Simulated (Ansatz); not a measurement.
**C₂H₈BFSSi: density, localisation and related maps**

Input

```
crystal:
  periodic: [false, false, false]
  atoms:
    - { symbol: F, position_ang: [-1.0611, -0.8658, 1.8929] }
    - { symbol: B, position_ang: [-0.2535, -0.1196, 0.956] }
    - { symbol: C, position_ang: [0.9617, -0.8719, 0.3007] }
    - { symbol: Si, position_ang: [0.8523, -1.0189, -1.5402] }
    - { symbol: C, position_ang: [-0.5077, 1.4207, 0.6488] }
    - { symbol: S, position_ang: [-2.1115, 1.6568, -0.1661] }
    - { symbol: H, position_ang: [1.0976, -1.8889, 0.7539] }
    - { symbol: H, position_ang: [1.9652, -0.2968, 0.5291] }
    - { symbol: H, position_ang: [-0.4557, -1.752, -1.7833] }
    - { symbol: H, position_ang: [0.7041, 0.3093, -2.1192] }
    - { symbol: H, position_ang: [1.9152, -1.7552, -2.0797] }
    - { symbol: H, position_ang: [-1.01854, 0.68594, 0.58897] }
    - { symbol: H, position_ang: [0.2424, 1.8572, -0.0031] }
    - { symbol: H, position_ang: [-2.8741, 1.2979, 0.9993] }
basis:
  gaussian: { orbitals: def2-SVP }
hamiltonian:
  xc: hf
relax:
  f_tol: 0.02
  max_steps: 50
output:
  orbitals: {}
```

Command:

```sh
ansatz run input.yaml --threads 2 --pin off --max-ram 3072MiB --backend cpu --events-out ev --progress --plain --runs-dir out
```

The fields are those of the run's last geometry, not of the input's.

All numbers below come from Ansatz, RHF/def2-SVP.

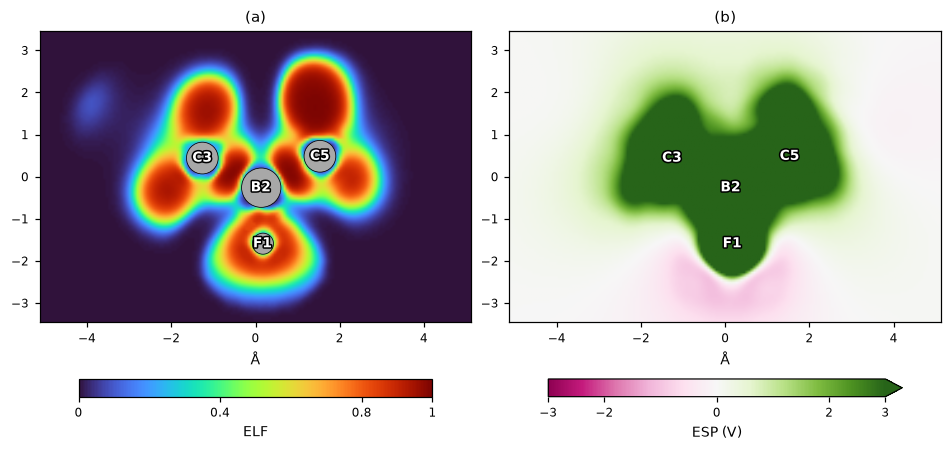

Figure 1. (a) electron localisation function; (b) electrostatic potential on the plane of atoms F1, B2 and C5. Grey discs cover the atomic cores in the ELF map.

Question: What do the fields say about this system?

Answer:
- The plane passes through F, B and C nuclei.
- B–F (1.33 Å): the ELF peaks at about 0.85 between the atoms, as expected for a shared but strongly polarised pair.
- C–B (1.57 Å): the ELF peaks at about 1 between the atoms; a shared electron pair.
- The ELF also peaks beside F1, away from the bonds: lone-pair regions.
- Outside the dense part of the molecule the potential is most negative (−1.1 V) near F1.

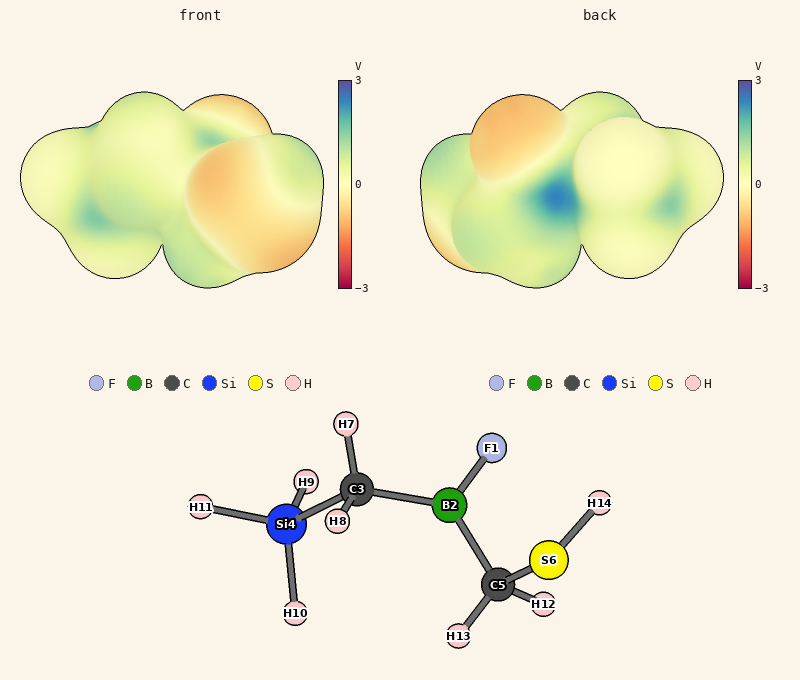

Figure 2. The electrostatic potential painted on the density surface at 0.002 e/bohr³, seen from the front and from behind; red is negative and blue positive. The bare structure is drawn below in the same view.

Question: Describe the electrostatic potential map.

Answer: The most negative region (about −1.0 V, or −23 kcal/mol for a unit charge) lies over F1 and S6, the most positive (about +2.3 V, or +53 kcal/mol for a unit charge) over B2 and Si4.

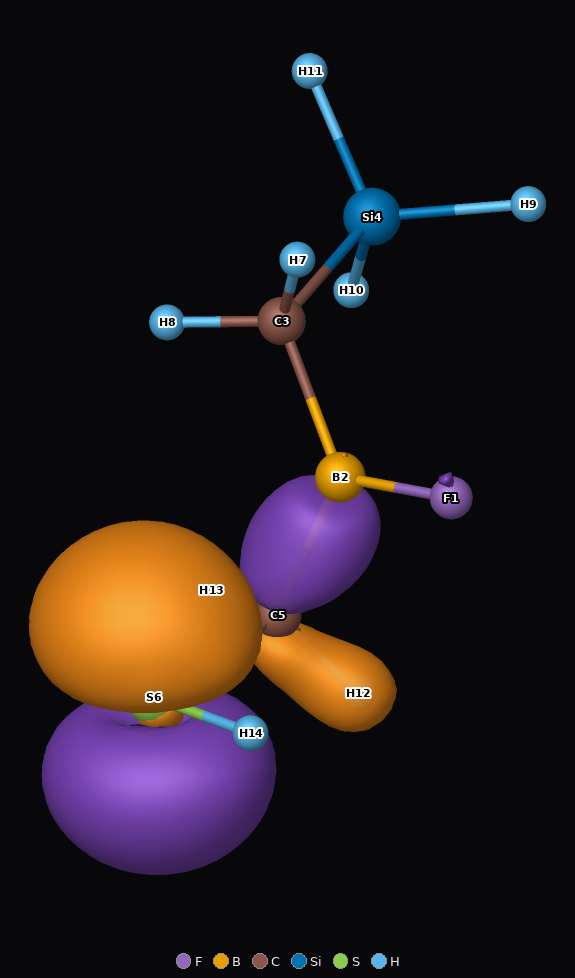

Figure 3. The HOMO at ±0.15 Å⁻³ᐟ² (orange and purple are the two phases), seen at an oblique angle.

Question: Describe this orbital and give its energy.

Answer: By Hirshfeld shares it lies mainly on S6 (about 80 %) and C5 (about 10 %); largely a lone pair of S6. Its energy is −9.78 eV.
